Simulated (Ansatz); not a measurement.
**singlet CaBr+: levels of theory compared**

Aim: a comparison of 4 runs (BHLYP/STO-3G, PBE0/STO-3G, RPA@PBE/STO-3G, CCSD/STO-3G) of singlet CaBr+. 

The calculation is run with Ansatz 0.2.0.

42 further runs of the same task are left out: 11 that didn't finish, 31 set aside as unsound or not needed.

**1. The system as given**

CaBr+: 2 atoms, total charge +1, spin state singlet. As SMILES of the parent species, `[Ca][Br]`. The coordinates come from a PBE0-D4/def2-TZVP relaxation. That shape belongs to the parent species and isn't relaxed for this state.

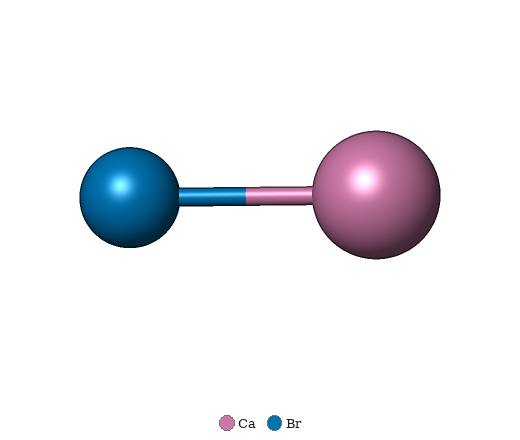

Viewed from a chosen angle; calcium pink, bromine blue.

**2. A single-point energy at BHLYP/STO-3G (run 1)**

Contents of in.yaml:

```yaml
crystal:
  periodic: [false, false, false]
  atoms:
    - {symbol: Ca, position_ang: [0.000000, -0.000000, 0.018570]}
    - {symbol: Br, position_ang: [-0.000000, 0.000000, 2.614140]}
basis:
  gaussian:
    orbitals: STO-3G
hamiltonian:
  xc: {name: BHLYP}
accuracy: high
total_charge: 1
```

Run with:

```bash
ansatz run in.yaml --threads 1 --pin off --max-ram 3480MiB --events-out events.jsonl --progress --plain --runs-dir runs
```

Standard output:

```text
Warning: RAYON_NUM_THREADS=1 ignored (pool sized by the plan → 1); use --threads N
Functional definition: BHLYP
  name "BHLYP"
  parameter a = 0.5
  exchange = (1 - a)*b88_x + a*exact_x
  correlation = lyp_c
492 factors; integrals over basis functions are off by at most 4.2e-9 eV
mean field evaluation 1: about -87528.6263 eV, gradient 1.4e1 eV
mean field evaluation 2: about -87522.1754 eV, gradient 4.2e1 eV
mean field evaluation 4: about -87531.3129 eV, gradient 1.4e-1 eV
mean field evaluation 8: about -87531.3998 eV, gradient 1.3e-2 eV
mean field evaluation 16: about -87531.3998 eV, gradient 4.3e-7 eV
mean field -87531.39982813 eV, -3216.7196127699 hartree, gradient 1.7e-8 eV, S^2 0.000000; 0 other end points of the search recorded, 0 dependent functions left out
reference -87531.39984607 eV, -3216.7196134295 hartree; 27, 27 occupied and 4, 4 virtual orbitals, 492 factors
Total energy: -87531.39984607 eV, -3216.7196134295 hartree
```

Wall time 1.6 s (1 thread of Arm Neoverse V2, shared host); peak memory 0.1 GiB.

**3. The energy at PBE0/STO-3G (run 2)**

Contents of job.yaml:

```yaml
crystal:
  periodic: [false, false, false]
  atoms:
    - symbol: Ca
      position_ang: [0.000000, -0.000000, 0.018570]
    - symbol: Br
      position_ang: [-0.000000, 0.000000, 2.614140]
basis:
  gaussian: {orbitals: STO-3G}
hamiltonian: {xc: pbe0}
total_charge: 1
accuracy: high
```

Run with:

```bash
ansatz run job.yaml --threads 1 --pin off --max-ram 3480MiB --events-out events.jsonl --progress --plain --runs-dir runs
```

Standard output:

```text
Warning: RAYON_NUM_THREADS=1 ignored (pool sized by the plan → 1); use --threads N
Functional definition: PBE0
  name "PBE0"
  parameter a = 0.25
  parameter kappa = 0.804
  parameter beta = 0.06672455060314922
  exchange = (1 - a)*pbe_x(kappa = kappa, mu = beta*pi^2/3) + a*exact_x
  correlation = pbe_c(beta = beta)
492 factors; integrals over basis functions are off by at most 4.2e-9 eV
mean field evaluation 1: about -87513.8982 eV, gradient 1.5e1 eV
mean field evaluation 2: about -87477.2000 eV, gradient 7.3e1 eV
mean field evaluation 4: about -87516.8818 eV, gradient 5.9e-1 eV
mean field evaluation 8: about -87516.9258 eV, gradient 2.9e-2 eV
mean field evaluation 16: about -87516.9258 eV, gradient 5.7e-7 eV
mean field -87516.92581506 eV, -3216.1877026007 hartree, gradient 3.8e-9 eV, S^2 0.000000; 0 other end points of the search recorded, 0 dependent functions left out
reference -87516.92581668 eV, -3216.1877026600 hartree; 27, 27 occupied and 4, 4 virtual orbitals, 492 factors
Total energy: -87516.92581668 eV, -3216.1877026600 hartree
```

Wall time 1.6 s (1 thread of Arm Neoverse V2, shared host); peak memory 0.1 GiB.

**4. The energy at RPA@PBE/STO-3G (run 3)**

Contents of job.yaml:

```yaml
crystal:
  periodic: [false, false, false]
  atoms:
    - {symbol: Ca, position_ang: [0.000000, -0.000000, 0.018570]}
    - {symbol: Br, position_ang: [-0.000000, 0.000000, 2.614140]}
basis:
  gaussian: {orbitals: STO-3G}
total_charge: 1
hamiltonian: {xc: pbe}
correlation: {method: rpa, frozen_orbitals: {Br: 9, Ca: 5}}
accuracy: high
```

Run with:

```bash
ansatz run job.yaml --threads 1 --pin off --max-ram 3480MiB --events-out events.jsonl --progress --plain --runs-dir runs
```

Standard output (excerpt; [...] marks lines left out):

```text
Warning: RAYON_NUM_THREADS=1 ignored (pool sized by the plan → 1); use --threads N
Functional definition: PBE
  name "PBE"
[...]
492 factors; integrals over basis functions are off by at most 4.2e-9 eV
[...]
mean field -87508.83506711 eV, -3215.8903730975 hartree, gradient 6.4e-10 eV, S^2 0.000000; 3 other end points of the search recorded, 0 dependent functions left out
14 core orbitals not correlated: weight in the atoms' cores, before any rotation towards them, 1.000 or more for the frozen orbitals, at most 0.000 for the correlated occupied ones
reference -87471.29249233 eV, -3214.5107089216 hartree; 13, 13 occupied and 4, 4 virtual orbitals, 492 factors
Total energy: -87472.93621305 eV, -3214.5711145438 hartree
```

It took 3.3 s on 1 thread of Arm Neoverse V2, shared host; peak memory 0.11 GiB.

**5. A single-point energy at CCSD/STO-3G (run 4)**

Contents of run.yaml:

```yaml
crystal:
  periodic: [false, false, false]
  atoms:
    - {symbol: Ca, position_ang: [0.000000, -0.000000, 0.018570]}
    - {symbol: Br, position_ang: [-0.000000, 0.000000, 2.614140]}
basis:
  gaussian: {orbitals: STO-3G}
total_charge: 1
correlation: {method: ccsd, frozen_orbitals: {Br: 9, Ca: 5}}
accuracy: high
scf: {omitted_lower_state_checks: [cluster_reference, increment]}
```

Run with:

```bash
ansatz run run.yaml --threads 1 --pin off --max-ram 3480MiB --events-out events.jsonl --progress --plain --runs-dir runs
```

Standard output:

```text
Warning: RAYON_NUM_THREADS=1 ignored (pool sized by the plan → 1); use --threads N
[... 12 lines left out ...]
14 core orbitals not correlated: weight in the atoms' cores, before any rotation towards them, 1.000 or more for the frozen orbitals, at most 0.000 for the correlated occupied ones
[... 20 lines left out ...]
Total energy: -87472.32861111 eV, -3214.5487855846 hartree
Checks for a lower state left out: cluster_reference, increment
```

Wall time 0.38 s (1 thread of Arm Neoverse V2, shared host).

**6. All runs side by side**

| run | level | frozen core orbitals | energy (Eh) | wall time |
| --- | --- | --- | --- | --- |
| 1 | BHLYP/STO-3G | – | -3216.719613 | 1.6 s |
| 2 | PBE0/STO-3G | – | -3216.187703 | 1.6 s |
| 3 | RPA@PBE/STO-3G | 14 | -3214.571115 | 3.3 s |
| 4 | CCSD/STO-3G | 14 | -3214.548786 | 0.38 s |

**7. Results**

| quantity | value |
| --- | --- |
| run 4: total energy | -3214.54879 Eh |
| run 4: correlation energy (14 core orbitals frozen) | -24.9 mEh |
| run 4: T1 diagnostic | 0.017 |

What this shows: Totals of different functionals can't be ranked against each other. In runs 1, 2, 3, 4 the basis is minimal, so the values are rough. All runs together took 6.9 s, the longest 3.3 s.
